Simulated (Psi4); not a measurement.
# B2H5Cl (diborane mono Cl): levels of theory compared

Wanted: a comparison of 3 runs (UB3LYP/aug-cc-pVDZ, UM06-2X/aug-cc-pVDZ, UPBE0/aug-cc-pVDZ) of B2H5Cl (diborane mono Cl). 

Program for the calculation: Psi4 1.11.

### Step 1. The structure to begin with

B2H5Cl: 8 atoms, total charge 0, spin state triplet. The coordinates come from a GFN2-xTB relaxation. That shape belongs to the parent species and isn't relaxed for this state.

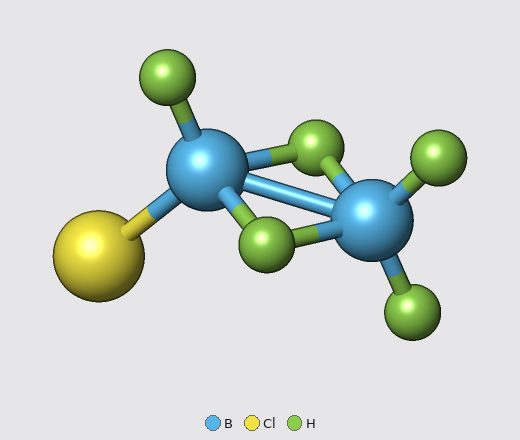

The structure, seen from a chosen angle (boron blue, chlorine yellow, hydrogen green).

### Step 2. The energy at UB3LYP/aug-cc-pVDZ (run 1)

File calc.py:

```python
import psi4

psi4.set_memory('1600 MB')
psi4.set_num_threads(1)
psi4.core.set_output_file('psi4.out', False)

mol = psi4.geometry("""
0 3
B     -0.625560    -0.102170     0.600360
Cl    -0.201000    -0.815930     2.154150
H     -1.752110     0.200790     0.467260
H      0.199030     0.900780     0.273280
B      0.600570     0.159720    -0.729860
H      0.241910     0.639370    -1.736430
H      1.724590    -0.139470    -0.606410
H     -0.187430    -0.843090    -0.422350
units angstrom
symmetry c1
""")

psi4.set_options({
    'basis': 'aug-cc-pVDZ',
    'reference': 'uks',
    'puream': True,
    'e_convergence': 1e-09,
    'd_convergence': 1e-08,
    'scf_type': 'pk',
    'dft_radial_points': 99,
    'dft_spherical_points': 590,
    'maxiter': 200,
})

E, wfn = psi4.energy("b3lyp", molecule=mol, return_wfn=True)
psi4.oeprop(wfn, "MULLIKEN_CHARGES", "DIPOLE", "QUADRUPOLE")
print(f'b3lyp energy: {E:.10f} Eh')
```

On the command line:

```sh
python calc.py
```

psi4.out:

```text
[...]
  Running in c1 symmetry.
[...]
  Nuclear repulsion =   82.592352337084534
[...]
  Multiplicity = 3
[...]
  Nalpha       = 17
  Nbeta        = 15
[...]
    Number of basis functions: 118
[...]
   @UKS iter   1:  -512.25084626095406    2.25390e-01   6.71102e-03 DIIS/ADIIS
[...]
   @UKS iter  19:  -512.72604718915863   -3.86535e-12   5.10015e-09 DIIS
[...]
   @S^2 Observed:                2.006407745E+00
[...]
  @UKS Final Energy:  -512.72604718915863
   => Energetics <=
    Nuclear Repulsion Energy =             82.5923523370845345
    One-Electron Energy =                -866.8894533862018079
    Two-Electron Energy =                 302.3780003943249426
    DFT Exchange-Correlation Energy =     -30.8069465343663360
    Empirical Dispersion Energy =           0.0000000000000000
    VV10 Nonlocal Energy =                  0.0000000000000000
    Total Energy =                       -512.7260471891586349
[...]
 Multipole Moments:
 ------------------------------------------------------------------------------------
     Multipole            Electronic (a.u.)      Nuclear  (a.u.)        Total (a.u.)
 ------------------------------------------------------------------------------------
 L = 1.  Multiply by 2.5417464519 to convert [e a0] to [Debye]
 Dipole X            :         -1.0029622            0.6324099           -0.3705523
 Dipole Y            :         -2.4458706            2.2186966           -0.2271740
 Dipole Z            :          6.6776469           -5.9067975            0.7708494
 Magnitude           :                                                    0.8849439
 L = 2.  Multiply by 1.3450342976 to convert [e a0^2] to [Debye ang]
 Quadrupole XX       :        -57.4627625           36.7252462          -20.7375163
 Quadrupole XY       :         -8.7439557            7.7498905           -0.9940652
[...]
```

The script printed:

```text
b3lyp energy: -512.7260471892 Eh
```

Wall time 53 s (1 thread of AMD EPYC 9R45 (Zen 5), shared host); peak memory 0.81 GiB.

### Step 3. The energy at UM06-2X/aug-cc-pVDZ (run 2)

File b2clh5.py:

```python
import psi4

psi4.set_memory('1600 MB')
psi4.set_num_threads(1)
psi4.set_output_file('output.dat', False)

molecule = psi4.geometry("""
0 3
B
Cl 1 1.761808
H 1 1.174144 2 115.83113
H 1 1.338969 3 111.71015 2 -129.47844
B 4 1.310227 1 87.25449 3 -113.55865
H 5 1.171275 4 109.42053 1 111.41939
H 5 1.16969 6 119.32113 4 -129.33387
H 5 1.31192 7 110.91223 6 128.34884
symmetry c1
""")

psi4.set_options({
    'basis': 'aug-cc-pVDZ',
    'reference': 'uks',
    'puream': True,
    'e_convergence': 1e-09,
    'd_convergence': 1e-08,
    'scf_type': 'pk',
    'dft_radial_points': 99,
    'dft_spherical_points': 590,
    'maxiter': 200,
})

e_tot, wfn = psi4.energy("m06-2x", molecule=molecule, return_wfn=True)
psi4.oeprop(wfn, "MULLIKEN_CHARGES", "WIBERG_LOWDIN_INDICES", "QUADRUPOLE")
print('E =', round(e_tot, 9))
```

On the command line:

```sh
python b2clh5.py
```

output.dat:

```text
[...]
  Running in c1 symmetry.
[...]
  Nuclear repulsion =   82.592357375091083
[...]
  Multiplicity = 3
[...]
  Nalpha       = 17
  Nbeta        = 15
[...]
    Number of basis functions: 118
[...]
   @UKS iter   1:  -512.33810085005052    1.14258e-01   5.36854e-03 ADIIS/DIIS
[...]
   @UKS iter  18:  -512.63509364031722   -7.73070e-12   7.79456e-09 DIIS
[...]
   @S^2 Observed:                2.007575776E+00
[...]
  @UKS Final Energy:  -512.63509364031722
   => Energetics <=
    Nuclear Repulsion Energy =             82.5923573750910833
    One-Electron Energy =                -866.7030887331156919
    Two-Electron Energy =                 289.6173873190753625
    DFT Exchange-Correlation Energy =     -18.1417496013679802
    Empirical Dispersion Energy =           0.0000000000000000
    VV10 Nonlocal Energy =                  0.0000000000000000
    Total Energy =                       -512.6350936403172227
[...]
 Multipole Moments:
 ------------------------------------------------------------------------------------
     Multipole            Electronic (a.u.)      Nuclear  (a.u.)        Total (a.u.)
 ------------------------------------------------------------------------------------
 L = 1.  Multiply by 2.5417464519 to convert [e a0] to [Debye]
 Dipole X            :         -0.0051708            0.0032661           -0.0019047
 Dipole Y            :          2.9539354           -2.1773370            0.7765984
 Dipole Z            :          6.8333573           -5.9558380            0.8775193
 Magnitude           :                                                    1.1718143
 L = 2.  Multiply by 1.3450342976 to convert [e a0^2] to [Debye ang]
 Quadrupole XX       :        -29.1271924            6.5608150          -22.5663774
 Quadrupole XY       :          0.1100382           -0.0958729            0.0141653
[...]
```

The script printed:

```text
E = -512.63509364
```

It took 1.7 min on 1 thread of AMD EPYC 9R45 (Zen 5), shared host; peak memory 0.81 GiB.

### Step 4. Energy and forces at UPBE0/aug-cc-pVDZ (run 3)

File job.json:

```json
{
  "schema_name": "qcschema_input",
  "schema_version": 1,
  "molecule": {
    "schema_name": "qcschema_molecule",
    "schema_version": 2,
    "symbols": ["B", "Cl", "H", "H", "B", "H", "H", "H"],
    "geometry": [-1.18213707, -0.19307332, 1.13451598, -0.37983495, -1.54188424, 4.07075353, -3.31100804, 0.37943811, 0.88299343, 0.37611219, 1.7022275, 0.51642436, 1.13491282, 0.30182706, -1.37923551, 0.45714365, 1.20823419, -3.28137713, 3.25900278, -0.2635601, -1.14594882, -0.35419137, -1.5932092, -0.79812583],
    "molecular_charge": 0,
    "molecular_multiplicity": 3,
    "fix_symmetry": "c1"
  },
  "driver": "gradient",
  "model": {
    "method": "pbe0",
    "basis": "aug-cc-pVDZ"
  },
  "keywords": {
    "reference": "uks",
    "puream": true,
    "e_convergence": 1e-09,
    "d_convergence": 1e-08,
    "scf_type": "pk",
    "dft_radial_points": 99,
    "dft_spherical_points": 590,
    "maxiter": 200
  }
}
```

On the command line:

```sh
psi4 --qcschema job.json -n 1 --memory 1600MB
```

stdout:

```text
[...]
  Running in c1 symmetry.
[...]
  Nuclear repulsion =   82.592352396489346
[...]
  Multiplicity = 3
[...]
  Nalpha       = 17
  Nbeta        = 15
[...]
    Number of basis functions: 118
[...]
   @UKS iter   1:  -512.05696066534097    1.81477e-01   6.30277e-03 ADIIS/DIIS
[...]
   @UKS iter  20:  -512.47267372816555   -3.41061e-12   1.82611e-09 DIIS
[...]
   @S^2 Observed:                2.007822862E+00
[...]
  @UKS Final Energy:  -512.47267372816555
   => Energetics <=
    Nuclear Repulsion Energy =             82.5923523964893462
    One-Electron Energy =                -866.9009600092306300
    Two-Electron Energy =                 300.5373141459801900
    DFT Exchange-Correlation Energy =     -28.7013802614044735
    Empirical Dispersion Energy =           0.0000000000000000
    VV10 Nonlocal Energy =                  0.0000000000000000
    Total Energy =                       -512.4726737281655460
[...]
  -Total Gradient:
     Atom            X                  Y                   Z
    ------   -----------------  -----------------  -----------------
       1       -0.043675395590     0.009299694464     0.001310066180
       2        0.007126930996     0.003314757166    -0.012381066806
       3        0.030769626829    -0.007142428961     0.000764855125
       4       -0.002299071537    -0.014844877401    -0.007251209808
       5        0.017391129201    -0.009565666867     0.013731287391
       6        0.006987601798    -0.005794660474     0.010678477529
       7       -0.020756069951     0.009333421908    -0.011626189802
       8        0.004450228179     0.015400537949     0.004774610758
[...]
```

The result, in JSON:

```text
{
 "driver": "gradient",
 "model": {
  "method": "pbe0",
  "basis": "aug-cc-pVDZ"
 },
 "success": true,
 "return_result": [-0.043675395589527405, 0.009299694464301452, 0.0013100661795014262, 0.007126930995900518, 0.003314757165672949, -0.012381066805741164, 0.030769626829063312, -0.007142428960744768, 0.0007648551248030377, -0.00229907153679524, -0.014844877400519957, -0.007251209808251061, 0.01739112920106611, -0.009565666866808554, 0.013731287391117869, 0.006987601797965863, -0.005794660474016264, 0.010678477529269592, -0.020756069951049866, 0.009333421908338663, -0.011626189802429781, 0.004450228178864127, 0.01540053794947141, 0.0047746107584386716],
 "properties": {
  "calcinfo_nbasis": 118,
  "calcinfo_nmo": 118,
  "calcinfo_nalpha": 17,
  "calcinfo_nbeta": 15,
  "calcinfo_natom": 8,
  "nuclear_repulsion_energy": 82.59235239648935,
  "return_energy": -512.4726737281655,
  "return_gradient": [-0.043675395589527405, 0.009299694464301452, 0.0013100661795014262, 0.007126930995900518, 0.003314757165672949, -0.012381066805741164, 0.030769626829063312, -0.007142428960744768, 0.0007648551248030377, -0.00229907153679524, -0.014844877400519957, -0.007251209808251061, 0.01739112920106611, -0.009565666866808554, 0.013731287391117869, 0.006987601797965863, -0.005794660474016264, 0.010678477529269592, -0.020756069951049866, 0.009333421908338663, -0.011626189802429781, 0.004450228178864127, 0.01540053794947141, 0.0047746107584386716],
  "scf_one_electron_energy": -866.9009600092306,
  "scf_two_electron_energy": 300.5373141459802,
  "scf_xc_energy": -28.701380261404474,
  "scf_dipole_moment": [-0.40058655923345987, -0.23295936194684064, 0.8021973724122926],
  "scf_total_energy": -512.4726737281655,
  "scf_total_gradient": [-0.043675395589527405, 0.009299694464301452, 0.0013100661795014262, 0.007126930995900518, 0.003314757165672949, -0.012381066805741164, 0.030769626829063312, -0.007142428960744768, 0.0007648551248030377, -0.00229907153679524, -0.014844877400519957, -0.007251209808251061, 0.01739112920106611, -0.009565666866808554, 0.013731287391117869, 0.006987601797965863, -0.005794660474016264, 0.010678477529269592, -0.020756069951049866, 0.009333421908338663, -0.011626189802429781, 0.004450228178864127, 0.01540053794947141, 0.0047746107584386716],
  "scf_iterations": 20
 }
}
```

It took 67 s on 1 thread of AMD EPYC 9R45 (Zen 5), shared host; peak memory 0.8 GiB.

### Step 5. The series

```tsv
run	level	task	energy (Eh)	dipole moment (D)	HOMO energy (eV)	⟨S²⟩	wall time
1	UB3LYP/aug-cc-pVDZ	energy	-512.726047	2.25	-3.04	2.006	53 s
2	UM06-2X/aug-cc-pVDZ	energy	-512.635094	2.98	-3.81	2.008	1.7 min
3	UPBE0/aug-cc-pVDZ	gradient	-512.472674	2.35	-3.26	2.008	67 s
```

### Step 6. Outcome

| quantity | value |
| --- | --- |
| run 3: total energy | -512.47267 Eh |
| run 3: dipole moment | 2.35 D |
| run 3: HOMO energy (highest over α and β) | -3.26 eV |
| run 3: ⟨S²⟩ | 2.008 |
| run 3: largest force on an atom | 2.297 eV/Å |

In words: The dipole moment (its size) runs from 2.25 D (UB3LYP/aug-cc-pVDZ) to 2.98 D (UM06-2X/aug-cc-pVDZ). Totals of different functionals can't be ranked against each other. All runs together took 3.7 min, the longest 1.7 min.
